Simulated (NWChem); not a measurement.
**C2F3N (cyanotrifluoromethane) at 5 levels**

Wanted: a comparison of 5 runs (CAM-B3LYP/6-31G*, CAM-B3LYP/6-31G**, CAM-B3LYP/STO-3G, CAM-B3LYP/3-21G, CAM-B3LYP/6-31G) of C2F3N (cyanotrifluoromethane). 

The calculation is run with NWChem 7.3.0.

## (1) The structure to begin with

C2F3N has 6 atoms, charge 0, and is taken as a singlet. SMILES: `N#CC(F)(F)F`. The coordinates come from a PBE0-D4/def2-TZVP relaxation.

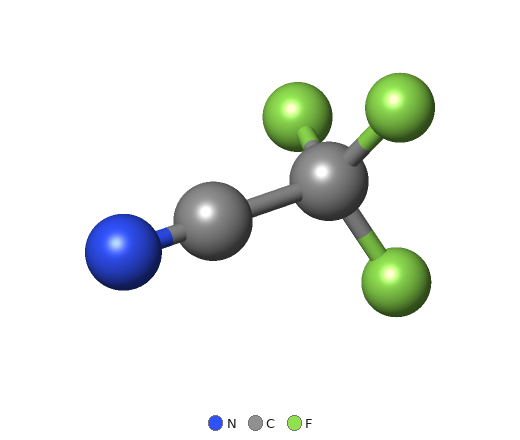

The structure, seen from a chosen angle (nitrogen blue, carbon grey, fluorine green).

## (2) Magnetic shielding at CAM-B3LYP/6-31G(d) (spherical functions) (run 1)

Contents of sp.nw:

```
START sp
memory total 2200 mb

GEOMETRY units angstroms noautosym nocenter noautoz
  N     1.022100   -1.705100    0.893500
  C     0.486200   -0.810600    0.417800
  C    -0.206400    0.345600   -0.197200
  F    -1.316000   -0.055800   -0.802300
  F     0.581500    0.927000   -1.091500
  F    -0.525200    1.234800    0.733600
END

BASIS spherical bse
  * library 6-31G*
END

DFT
  xc xcamb88 1.00 lyp 0.81 vwn_5 0.19 hfexch 1.00
  cam 0.33 cam_alpha 0.19 cam_beta 0.46
  mult 1
  grid fine
  convergence energy 1e-08
  direct
  maxiter 100
  mulliken
  print low
END

PROPERTY
  shielding
END

TASK dft property
```

The run is started by

```
$ nwchem sp.nw > sp.out
```

What it wrote:

```text
[...]
 d= 0,ls=0.0,diis     1   -430.0514244950 -6.62D+02  2.25D-02  2.37D+00     5.2
[...]
 d= 0,ls=0.0,diis    11   -430.3156048157 -8.33D-10  2.85D-07  6.79D-10    60.9
         Total DFT energy =     -430.315604815732
      One electron energy =    -1054.748084697088
           Coulomb energy =      441.166952821316
    Exchange-Corr. energy =      -49.005138591179
 Nuclear repulsion energy =      232.270665651217
[...]
      Total Density - Mulliken Population Analysis
     ---------------------------------------------
    Atom       Charge   Shell Charges
 -----------   ------   -------------------------------------------------------
    1 N    7     7.24   2.00  0.85  2.24  0.89  1.21  0.04
    2 C    6     5.95   2.00  0.70  2.04  0.38  0.80  0.04
    3 C    6     5.04   2.00  0.70  1.84 -0.00  0.34  0.18
    4 F    9     9.25   2.00  0.94  3.32  1.03  1.96  0.02
    5 F    9     9.25   2.00  0.94  3.32  1.03  1.96  0.02
    6 F    9     9.25   2.00  0.94  3.32  1.03  1.96  0.02
[...]
           isotropic =      -5.0822
[...]
           isotropic =      93.3451
[...]
           isotropic =      84.4308
[...]
           isotropic =     269.0298
[...]
           isotropic =     269.0149
[...]
           isotropic =     269.0017
[...]
```

It took 2.4 min on 1 thread of Intel Xeon Platinum 8488C (Sapphire Rapids), shared host; peak memory 0.11 GiB.

## (3) Magnetic shielding at CAM-B3LYP/6-31G(d,p) (spherical functions) (run 2)

Contents of test.nw:

```
start test
title "C2F3N nmr"
memory stack 880 mb heap 220 mb global 1100 mb
charge 0
geometry noautosym nocenter noautoz
  N     1.022100   -1.705100    0.893500
  C     0.486200   -0.810600    0.417800
  C    -0.206400    0.345600   -0.197200
  F    -1.316000   -0.055800   -0.802300
  F     0.581500    0.927000   -1.091500
  F    -0.525200    1.234800    0.733600
end
basis spherical bse
  * library 6-31G**
end
dft
  xc xcamb88 1.00 lyp 0.81 vwn_5 0.19 hfexch 1.00
  cam 0.33 cam_alpha 0.19 cam_beta 0.46
  grid fine
  convergence energy 1e-08
  direct
  maxiter 100
  mulliken
  print low
end
property
  shielding
end
task dft property
```

The run is started by

```
$ nwchem test.nw > test.out
```

What it wrote:

```text
[...]
 d= 0,ls=0.0,diis     1   -430.0514244950 -6.62D+02  2.25D-02  2.37D+00     4.7
[...]
 d= 0,ls=0.0,diis    11   -430.3156048157 -8.33D-10  2.85D-07  6.79D-10    55.3
         Total DFT energy =     -430.315604815732
      One electron energy =    -1054.748084697088
           Coulomb energy =      441.166952821316
    Exchange-Corr. energy =      -49.005138591179
 Nuclear repulsion energy =      232.270665651217
[...]
      Total Density - Mulliken Population Analysis
     ---------------------------------------------
    Atom       Charge   Shell Charges
 -----------   ------   -------------------------------------------------------
    1 N    7     7.24   2.00  0.85  2.24  0.89  1.21  0.04
    2 C    6     5.95   2.00  0.70  2.04  0.38  0.80  0.04
    3 C    6     5.04   2.00  0.70  1.84 -0.00  0.34  0.18
    4 F    9     9.25   2.00  0.94  3.32  1.03  1.96  0.02
    5 F    9     9.25   2.00  0.94  3.32  1.03  1.96  0.02
    6 F    9     9.25   2.00  0.94  3.32  1.03  1.96  0.02
[...]
           isotropic =      -5.0822
[...]
           isotropic =      93.3451
[...]
           isotropic =      84.4308
[...]
           isotropic =     269.0298
[...]
           isotropic =     269.0149
[...]
           isotropic =     269.0017
[...]
```

It took 2.2 min on 1 thread of Intel Xeon Platinum 8488C (Sapphire Rapids), shared host; peak memory 0.11 GiB.

Runs 3 to 4 aren't shown in full; the table further down has their settings and results.

## (4) NMR shieldings at CAM-B3LYP/6-31G (run 5)

Contents of test.nw:

```
start test
title "C2F3N"
memory total 2200 mb

geometry units au noautosym nocenter noautoz
   N   1.93148907 -3.22217202  1.68847029
   C   0.91878484 -1.53181200  0.78952757
   C  -0.39003947  0.65308935 -0.37265399
   F  -2.48687958 -0.10544672 -1.51612727
   F   1.09887574  1.75177612 -2.06263607
   F  -0.99248416  2.33343382  1.38630309
end

basis spherical bse
   * library 6-31G
end

dft
   xc xcamb88 1.00 lyp 0.81 vwn_5 0.19 hfexch 1.00
   cam 0.33 cam_alpha 0.19 cam_beta 0.46
   grid fine
   convergence energy 1e-08
   direct
   iterations 100
   mulliken
   noprint "final vectors analysis"
end

property
   shielding
end

task dft property
```

The run is started by

```
$ nwchem test.nw > test.out
```

What it wrote:

```text
[...]
          Wavefunction type:  closed shell.
          No. of atoms     :     6
          No. of electrons :    46
[...]
          Charge           :     0
          Spin multiplicity:     1
[...]
          AO basis - number of functions:    54
[...]
              XC Information
              --------------
                     Hartree-Fock (Exact) Exchange  1.000
                   CAM-Becke88 Exchange Functional  1.000
                      VWN V Correlation Functional  0.190 local
              Lee-Yang-Parr Correlation Functional  0.810
[...]
 d= 0,ls=0.0,diis     1   -429.8962554174 -6.62D+02  4.40D-02  2.30D+00     1.6
[...]
 d= 0,ls=0.0,diis    11   -430.1932723575 -9.61D-10  4.66D-07  4.42D-10    18.8
         Total DFT energy =     -430.193272357457
      One electron energy =    -1053.719846454526
           Coulomb energy =      440.236212765914
    Exchange-Corr. energy =      -48.980287398326
 Nuclear repulsion energy =      232.270648729481
[...]
      Total Density - Mulliken Population Analysis
     ---------------------------------------------
    Atom       Charge   Shell Charges
 -----------   ------   -------------------------------------------------------
    1 N    7     7.15   2.00  0.87  2.25  0.95  1.08
    2 C    6     5.97   2.00  0.73  2.11  0.31  0.82
    3 C    6     5.19   2.00  0.75  1.95  0.12  0.37
    4 F    9     9.23   2.00  0.93  3.31  1.06  1.93
    5 F    9     9.23   2.00  0.93  3.31  1.06  1.93
    6 F    9     9.23   2.00  0.93  3.31  1.06  1.93
[...]
           isotropic =     -14.4387
[...]
           isotropic =      90.7241
[...]
           isotropic =      84.2533
[...]
           isotropic =     255.3561
[...]
           isotropic =     255.3400
[...]
           isotropic =     255.3243
[...]
```

It took 55 s on 1 thread of Intel Xeon Platinum 8488C (Sapphire Rapids), shared host; peak memory 0.11 GiB.

## (5) The series

```csv
run,level,energy (Eh),isotropic shielding of N1 (ppm),isotropic shielding of C2 (ppm),isotropic shielding of F4 (ppm),wall time
1,CAM-B3LYP/6-31G* (spherical functions),-430.315605,-5.1,93.3,269.0,2.4 min
2,CAM-B3LYP/6-31G** (spherical functions),-430.315605,-5.1,93.3,269.0,2.2 min
3,CAM-B3LYP/STO-3G,-424.228540,64.0,150.7,387.2,14 s
4,CAM-B3LYP/3-21G,-427.965668,3.8,103.7,292.6,35 s
5,CAM-B3LYP/6-31G,-430.193272,-14.4,90.7,255.4,55 s
```

## (6) What came out

| quantity | value |
| --- | --- |
| run 5: total energy | -430.19327 Eh |
| run 5: dipole moment | 0.94 D |
| run 5: isotropic shielding of N1 | -14.4 ppm |
| run 5: isotropic shielding of C2 | 90.7 ppm |
| run 5: isotropic shielding of F4 | 255.4 ppm |

In words: Over runs 3, 4, 5 the dipole moment (its size) runs from 0.94 D (CAM-B3LYP/6-31G) to 1.84 D (CAM-B3LYP/STO-3G). In run 3 the basis is minimal, so the values are rough. All runs together took 6.4 min, the longest 2.4 min.
